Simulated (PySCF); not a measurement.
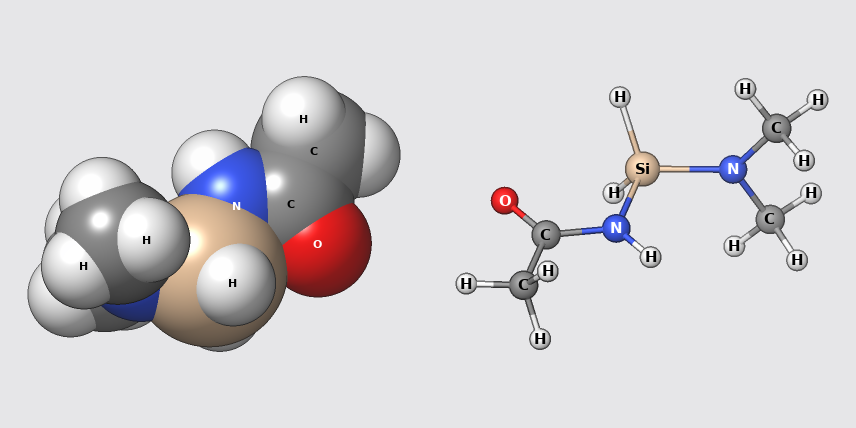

The same structure drawn twice, from different directions.

**Which formula does it have?**

C₄H₁₂N₂OSi, 20 atoms: 4 carbon, 12 hydrogen, 2 nitrogen, 1 oxygen and 1 silicon.

**Name some functional groups or characteristic bonds that it holds.**

Among them: amide, Si–H bond, Si–N bond.

**How many bonds of each kind are drawn?**

9 C–H, 3 C–N, 2 N–Si, 2 Si–H, 1 C–C, 1 C–O, 1 N–H.

**What is its SMILES?**

CC(=O)N[SiH2]N(C)C

**Does it have rings?**

It has no ring.

More results for the same structure follow; atom numbers are the same in all pictures, views and colours differ. The computed structure is the end point of a PBE0-D3(BJ)/def2-SVP optimisation. No frequency run is at hand to confirm it as a minimum.

**Bond orders**

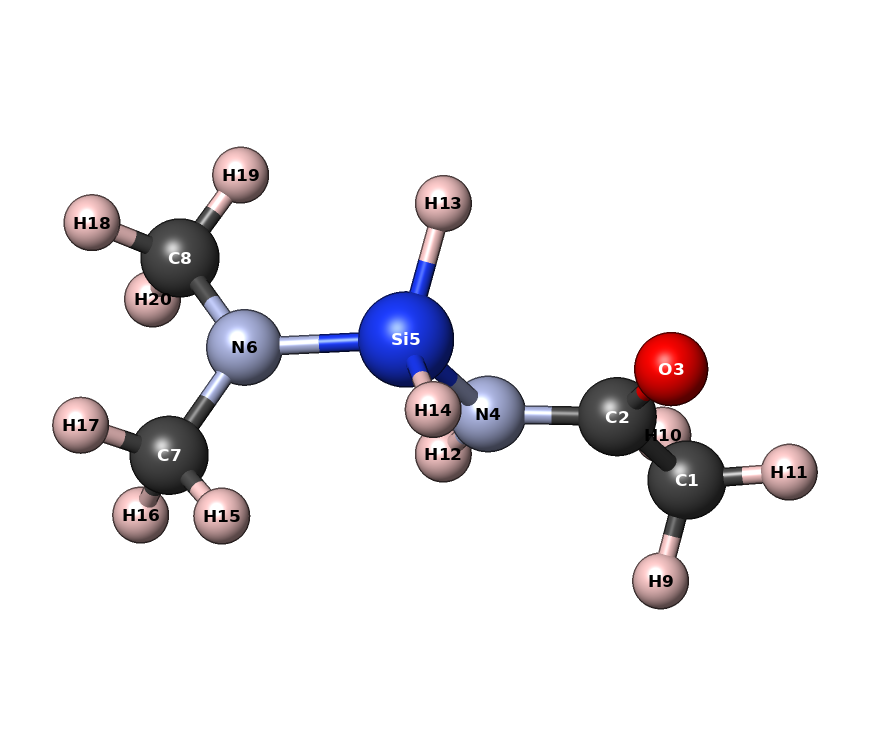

Every bond is drawn as one stick. No frequency run is at hand to confirm it as a minimum. Computed with PBE0/pcSseg-1 (PySCF 2.14.0).

**Which bond between heavy atoms has the highest Mayer bond order?**

C2–O3, 1.89, at a length of 1.219 Å.

List the Mayer bond orders of C1–C2, C2–O3, C2–N4, N4–Si5, Si5–N6, N6–C7, N6–C8 (bonds between heavy atoms, one of each equivalent set). Atoms whose distances differ by more than 0.02 Å in this geometry are listed apart.

| bond | Mayer order | length (Å) |
| --- | --- | --- |
| C1–C2 | 0.99 | 1.509 |
| C2–O3 | 1.89 | 1.219 |
| C2–N4 | 1.15 | 1.364 |
| N4–Si5 | 0.81 | 1.783 |
| Si5–N6 | 0.98 | 1.730 |
| N6–C7 | 0.96 | 1.440 |
| N6–C8 | 0.96 | 1.440 |

**Core levels**

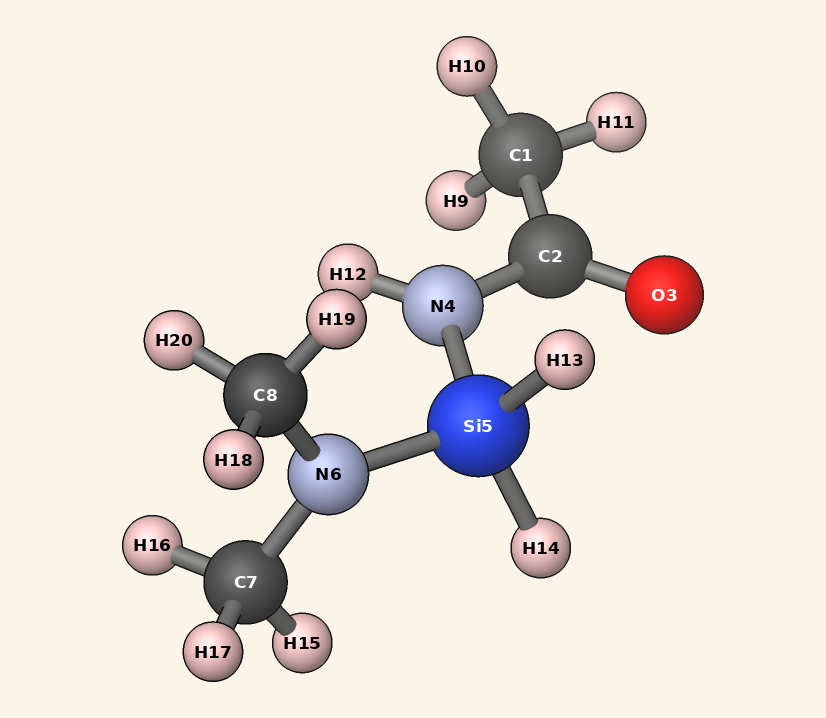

No frequency run is at hand to confirm it as a minimum. Method: delta-SCF UKS SCAN, pcX-2 on the ionised atom, pcseg-1 elsewhere, spin-free X2C (PySCF 2.14.0).

Give the core-electron binding energies (to vacuum; p and d levels without spin–orbit splitting) of C1 1s, C2 1s, O3 1s, N4 1s, Si5 1s, Si5 2p, N6 1s, C7 1s.

```tsv
atom	level	binding energy (eV)
C1	1s	291.0
C2	1s	293.5
O3	1s	536.8
N4	1s	404.9
Si5	1s	1847.0
Si5	2p	107.2
N6	1s	404.3
C7	1s	291.6
```

**Polarisability**

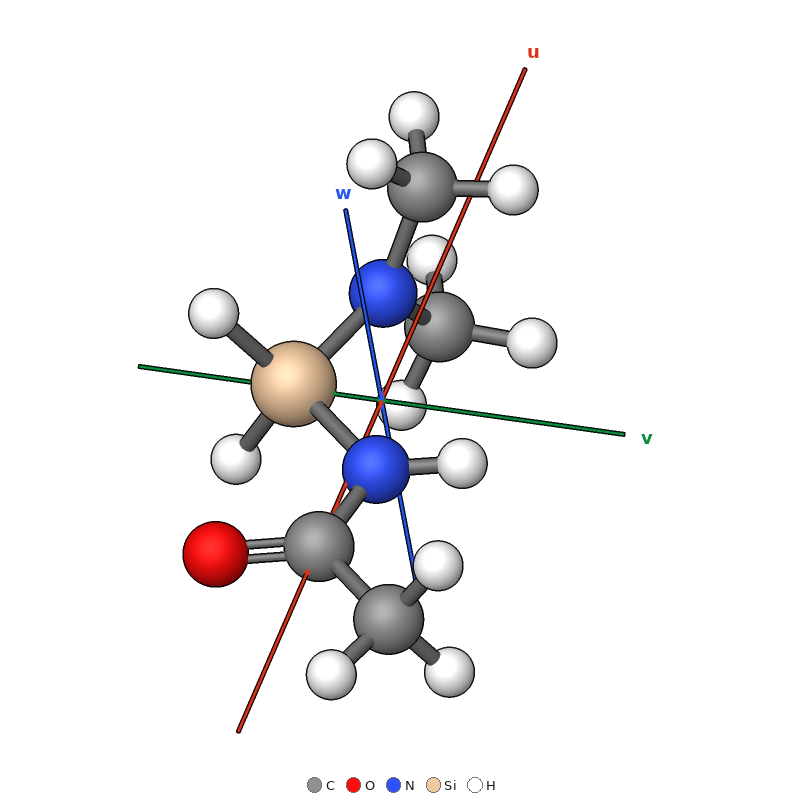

The lines u, v and w are the principal axes of the static dipole polarisability. No frequency run is at hand to confirm it as a minimum. Level of theory: CAM-B3LYP/def2-SVPD (PySCF 2.14.0).

**Along which axis is the molecule most polarisable, and along which least?**

Most along u, least along w.

**Give the three principal values.**

u 112.2, v 89.0, w 82.5 bohr³; mean 94.6, anisotropy 27.0 bohr³.

**Charges**

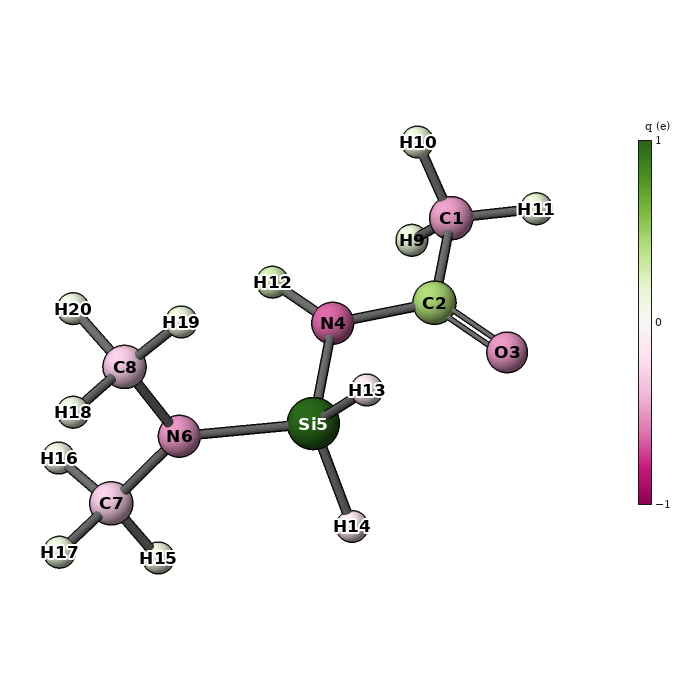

Atoms are coloured by their IAO charges. No frequency run is at hand to confirm it as a minimum. Properties computed with PBE0/pcSseg-1, gas phase (PySCF 2.14.0).

Give the IAO charges atom by atom.

```
atom  value (e)
  C1      −0.47
  C2       0.44
  O3      −0.49
  N4      −0.63
 Si5       0.98
  N6      −0.50
  C7      −0.29
  C8      −0.29
  H9       0.16
 H10       0.16
 H11       0.17
 H12       0.27
 H13      −0.13
 H14      −0.13
 H15       0.14
 H16       0.11
 H17       0.13
 H18       0.13
 H19       0.14
 H20       0.11
```
